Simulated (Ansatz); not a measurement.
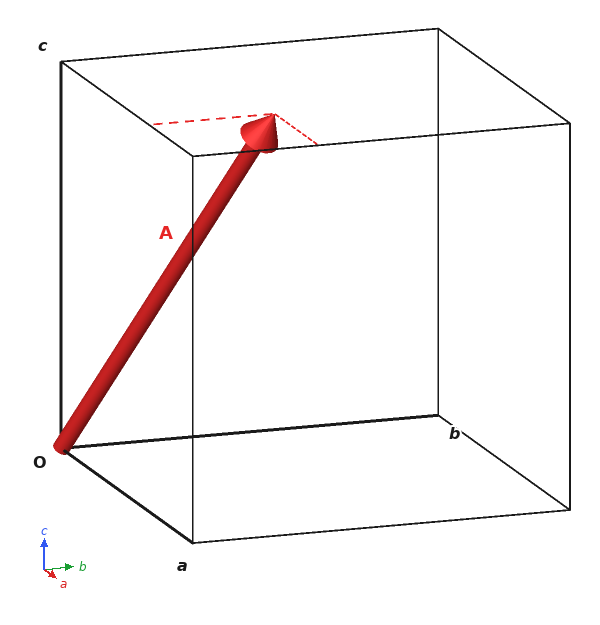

The arrow starts at a corner of the unit cell and ends on its surface; where a tip isn't a corner, dashed lines run from it parallel to the axes. Crystal: Sb2Mo, coordinates from a relaxation with Ansatz 0.2.0, DFT, PBE, PAW with Ansatz's default frozen-core files, scalar-relativistic; the starting structure was generated, so it need not be a known form of this composition. Symmetry computed with spglib at a tolerance of 0.002 Å; standard conventional cell.

a = 6.601 Å, b = 6.601 Å, c = 6.601 Å, α = 90.00°, β = 90.00°, γ = 90.00°.

Question: Give [uvw] of the arrow.

Answer: Arrow A runs from (0, 0, 0) to (2/3, 1/3, 1), so [2 1 3].

Question: How long is the vector ua + vb + wc?

Answer: 24.697 Å.

Question: In No. 225, Fm-3m, how many directions are equivalent to A (Laue class m-3m, both senses counted)?

Answer: 48.
